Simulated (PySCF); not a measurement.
**Gd(SH)3: other functionals and bases at one geometry**

How far do other levels of theory move the description of Gd(SH)3, and what does each cost? It is a constructed species; whether it can be made isn't addressed.

Program: PySCF 2.14.0. Level of theory: several levels, as the steps say, no spin–orbit coupling. These are calculated values, not measurements.

1 further run of the same task is left out (for a known fault of the program).

## 1. Starting geometry

7 atoms, charge 0, spin multiplicity 1.

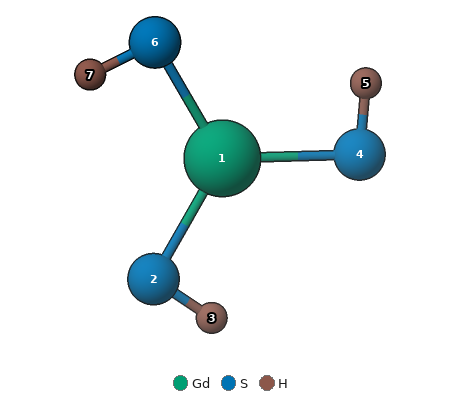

The geometry (gadolinium teal, sulfur blue, hydrogen brown); atoms are numbered from 1 in the order of the file.

As a file:

```
Gd    0.0000    0.0000    0.9342
S     2.5681   -0.4113    0.9624
H     2.8945    0.9035    0.9544
S    -0.9278    2.4297    0.9624
H    -2.2298    2.0550    0.9544
S    -1.6403   -2.0184    0.9624
H    -0.6648   -2.9585    0.9544
```

Formal oxidation states: Gd +3. Each metal's 7 4f electrons lie in its core potential, so multiplicities, spins and levels count the valence alone. An earlier session relaxed this geometry at PBE0, Gd lcecp-1-SVP with ECP53, S def2-SVP, H def2-SVP (singlet, point group C3).

At PBE0 on the finer grid: E = -1231.637698 Eh, HOMO -7.40 eV, LUMO -2.46 eV, Mulliken charge on Gd1 +0.85 e, largest force component 0.005 eV/Å. 

Levels to run: PBE; B3LYP; PBE0, TZVP. Hardware: 2 threads of Arm Neoverse V2, shared host.

## 2. PBE

Contents of run.py (the lines that set the calculation):

```python
mol = gto.M(atom='''
Gd     0.00000     0.00000     0.93418
S      2.56808    -0.41133     0.96242
H      2.89452     0.90354     0.95443
S     -0.92782     2.42969     0.96242
H     -2.22975     2.05496     0.95443
S     -1.64026    -2.01836     0.96242
H     -0.66477    -2.95850     0.95443''',
    basis={'Gd': 'lcecp-1-SVP', 'S': 'def2-SVP', 'H': 'def2-SVP'},
    ecp={'Gd': 'lcecp-1-SVP'},
    charge=0, spin=0)
mf = dft.RKS(mol, xc='PBE')
mf.grids.atom_grid = (75, 302)  # f atoms: unpruned, at least (60, 302)
mf = mf.density_fit()  # fitting sets: Gd AutoAux, S def2-universal-JKFIT, H def2-universal-JKFIT
mf.conv_tol = 1e-08; mf.max_cycle = 55
mf.kernel(dm0)  # dm0: the density of the relaxed state
```

The run is started by

```
$ OMP_NUM_THREADS=2 python run.py
```

The program printed:

```text
init E= -1231.55076320863
  HOMO = -0.227976700905245  LUMO = -0.123970367674342  gap/eV = 2.83016
cycle= 1 E= -1231.55035216341  delta_E= 0.000411  |g|= 0.0922  |ddm|= 0.308
  HOMO = -0.231525129626694  LUMO = -0.0973513298995421  gap/eV = 3.65106
cycle= 2 E= -1231.53509186147  delta_E= 0.0153  |g|= 0.212  |ddm|= 0.485
  HOMO = -0.227579789536467  LUMO = -0.114005012813791  gap/eV = 3.09053
cycle= 3 E= -1231.55386290151  delta_E= -0.0188  |g|= 0.00592  |ddm|= 0.337
  HOMO = -0.22830223369895  LUMO = -0.115200293010503  gap/eV = 3.07766
cycle= 4 E= -1231.55387582949  delta_E= -1.29e-05  |g|= 0.00132  |ddm|= 0.014
  HOMO = -0.228187357027245  LUMO = -0.115050317802915  gap/eV = 3.07862
cycle= 5 E= -1231.55387640479  delta_E= -5.75e-07  |g|= 0.000516  |ddm|= 0.00252
  HOMO = -0.228224770708978  LUMO = -0.11506231722937  gap/eV = 3.07931
cycle= 6 E= -1231.5538764922  delta_E= -8.74e-08  |g|= 8.49e-05  |ddm|= 0.000719
  HOMO = -0.22822354456519  LUMO = -0.115052472815361  gap/eV = 3.07954
cycle= 7 E= -1231.55387649531  delta_E= -3.11e-09  |g|= 1.42e-05  |ddm|= 0.000134
  HOMO = -0.22822195478733  LUMO = -0.115049629903989  gap/eV = 3.07958
Extra cycle  E= -1231.55387649524  delta_E= 6.59e-11  |g|= 1.88e-05  |ddm|= 4.29e-05
converged SCF energy = -1231.55387649524
```

It took 5.5 s on 2 threads of Arm Neoverse V2, shared host.

Result: E = -1231.553876 Eh, HOMO -6.21 eV, LUMO -3.13 eV, Mulliken charge on Gd1 +0.68 e, largest force component 0.300 eV/Å. 

## 3. B3LYP

Changes to run.py (the lines that set the calculation) since step 2:

```diff
@@ -11,3 +11,3 @@
     charge=0, spin=0)
-mf = dft.RKS(mol, xc='PBE')
+mf = dft.RKS(mol, xc='B3LYP')
 mf.grids.atom_grid = (75, 302)  # f atoms: unpruned, at least (60, 302)
```

The run is started by

```
$ OMP_NUM_THREADS=2 python run.py
```

The program printed:

```text
init E= -1232.1281194742
  HOMO = -0.261305168816974  LUMO = -0.101238686916354  gap/eV = 4.35563
cycle= 1 E= -1232.12930684472  delta_E= -0.00119  |g|= 0.00954  |ddm|= 0.169
  HOMO = -0.259693030379302  LUMO = -0.100104779554083  gap/eV = 4.34262
cycle= 2 E= -1232.12932710208  delta_E= -2.03e-05  |g|= 0.00714  |ddm|= 0.0264
  HOMO = -0.260729727141249  LUMO = -0.10031416343589  gap/eV = 4.36513
cycle= 3 E= -1232.12934041612  delta_E= -1.33e-05  |g|= 0.00205  |ddm|= 0.0116
  HOMO = -0.26072100635422  LUMO = -0.100638206242436  gap/eV = 4.35607
cycle= 4 E= -1232.12934174019  delta_E= -1.32e-06  |g|= 0.000916  |ddm|= 0.00471
  HOMO = -0.260729474853371  LUMO = -0.100546795397484  gap/eV = 4.35879
cycle= 5 E= -1232.12934206844  delta_E= -3.28e-07  |g|= 8.8e-05  |ddm|= 0.00141
  HOMO = -0.260740372464013  LUMO = -0.100551249350939  gap/eV = 4.35897
cycle= 6 E= -1232.12934207101  delta_E= -2.56e-09  |g|= 3.2e-05  |ddm|= 0.000158
  HOMO = -0.260738473910724  LUMO = -0.100546710910077  gap/eV = 4.35904
Extra cycle  E= -1232.12934207108  delta_E= -7.12e-11  |g|= 2.9e-05  |ddm|= 8.18e-05
converged SCF energy = -1232.12934207108
```

Run time: 5.3 s. Hardware: 2 threads of Arm Neoverse V2, shared host.

Read off: E = -1232.129342 Eh, HOMO -7.10 eV, LUMO -2.74 eV, Mulliken charge on Gd1 +0.76 e, largest force component 0.198 eV/Å. 

## 4. PBE0, TZVP

Basis: Gd lcecp-1-TZVP with ECP53, S def2-TZVP, H def2-TZVP. 

Contents of run.py (the lines that set the calculation):

```python
mol = gto.M(atom='''
Gd     0.00000     0.00000     0.93418
S      2.56808    -0.41133     0.96242
H      2.89452     0.90354     0.95443
S     -0.92782     2.42969     0.96242
H     -2.22975     2.05496     0.95443
S     -1.64026    -2.01836     0.96242
H     -0.66477    -2.95850     0.95443''',
    basis={'Gd': 'lcecp-1-TZVP', 'S': 'def2-TZVP', 'H': 'def2-TZVP'},
    ecp={'Gd': 'lcecp-1-TZVP'},
    charge=0, spin=0)
mf = dft.RKS(mol, xc='PBE0')
mf.grids.atom_grid = (75, 302)  # f atoms: unpruned, at least (60, 302)
mf = mf.density_fit()  # fitting sets: Gd AutoAux, S def2-universal-JKFIT, H def2-universal-JKFIT
mf.conv_tol = 1e-08; mf.max_cycle = 55
mf.kernel(dm0)  # dm0: free metal ions and neutral atoms
```

The run is started by

```
$ OMP_NUM_THREADS=2 python run.py
```

The program printed:

```text
init E= -1245.17179665939
  HOMO = -0.252568707507299  LUMO = -0.123499283079847  gap/eV = 3.51216
cycle= 1 E= -1231.92648035338  delta_E= 13.2  |g|= 1.37  |ddm|= 2.37
  HOMO = -0.304160721685786  LUMO = -0.055495823935579  gap/eV = 6.76652
cycle= 2 E= -1231.91478636948  delta_E= 0.0117  |g|= 0.843  |ddm|= 1.14
  HOMO = -0.265573239325847  LUMO = -0.124701863608828  gap/eV = 3.83331
cycle= 3 E= -1231.99327257377  delta_E= -0.0785  |g|= 0.396  |ddm|= 0.988
  HOMO = -0.271050573351088  LUMO = -0.0866038235590768  gap/eV = 5.01905
cycle= 4 E= -1232.04823933798  delta_E= -0.055  |g|= 0.0218  |ddm|= 0.417
  HOMO = -0.275335871728651  LUMO = -0.0917099888262559  gap/eV = 4.99671
cycle= 5 E= -1232.04838385728  delta_E= -0.000145  |g|= 0.00746  |ddm|= 0.0439
  HOMO = -0.274185419149845  LUMO = -0.0904919309236334  gap/eV = 4.99855
cycle= 6 E= -1232.04840100225  delta_E= -1.71e-05  |g|= 0.00221  |ddm|= 0.0109
  HOMO = -0.274356330725624  LUMO = -0.0904938515324659  gap/eV = 5.00315
cycle= 7 E= -1232.04840226266  delta_E= -1.26e-06  |g|= 0.000293  |ddm|= 0.00205
  HOMO = -0.274344102731261  LUMO = -0.0904872725528339  gap/eV = 5.00300
cycle= 8 E= -1232.04840228491  delta_E= -2.22e-08  |g|= 0.000142  |ddm|= 0.000362
  HOMO = -0.274343720347064  LUMO = -0.0904966807805019  gap/eV = 5.00273
cycle= 9 E= -1232.04840229188  delta_E= -6.97e-09  |g|= 2.66e-05  |ddm|= 0.000139
  HOMO = -0.274344459365469  LUMO = -0.0905042882788835  gap/eV = 5.00255
Extra cycle  E= -1232.04840229159  delta_E= 2.85e-10  |g|= 3.96e-05  |ddm|= 6.3e-05
converged SCF energy = -1232.04840229159
```

Run time: 15 s. Hardware: 2 threads of Arm Neoverse V2, shared host.

Result: E = -1232.048402 Eh, HOMO -7.47 eV, LUMO -2.46 eV, Mulliken charge on Gd1 +1.27 e, largest force component 0.214 eV/Å. 

## 5. All levels side by side

| level | state | HOMO (eV) | gap (eV) | charge on Gd1 (e) | dipole (D) | largest force (eV/Å) | basis functions | time |
| --- | --- | --- | --- | --- | --- | --- | --- | --- |
| PBE0 (relaxed here) | singlet | -7.40 | 4.94 | 0.85 | 0.19 | 0.01 | 102 | 16 s |
| PBE | singlet | -6.21 | 3.08 | 0.68 | 0.17 | 0.30 | 102 | 5.5 s |
| B3LYP | singlet | -7.10 | 4.36 | 0.76 | 0.18 | 0.20 | 102 | 5.3 s |
| PBE0, TZVP | singlet | -7.47 | 5.00 | 1.27 | 0.19 | 0.21 | 176 | 15 s |

Times are on 2 threads of Arm Neoverse V2, shared host; the first row also made further properties.

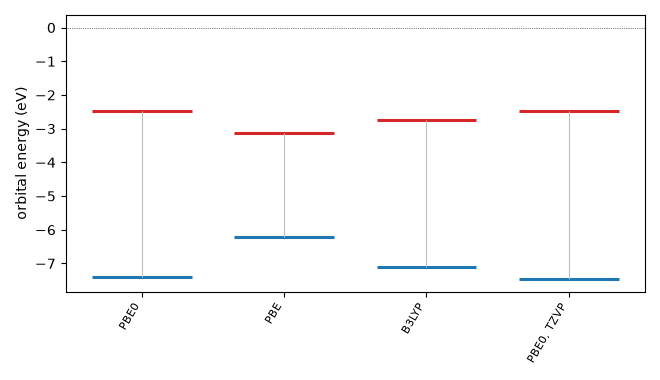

Highest filled and lowest empty level, method by method.

In one basis the HOMO–LUMO gap runs from 3.08 eV (PBE) to 4.94 eV (PBE0). The largest leftover force, 0.30 eV/Å with PBE, stands at a geometry relaxed at another level. The Mulliken charge on Gd spans +0.68 to +1.27 e over the levels. With 4f in the core, its levels are missing from HOMO and gap. Total energies of different levels can't be compared. Spin–orbit coupling is left out throughout.
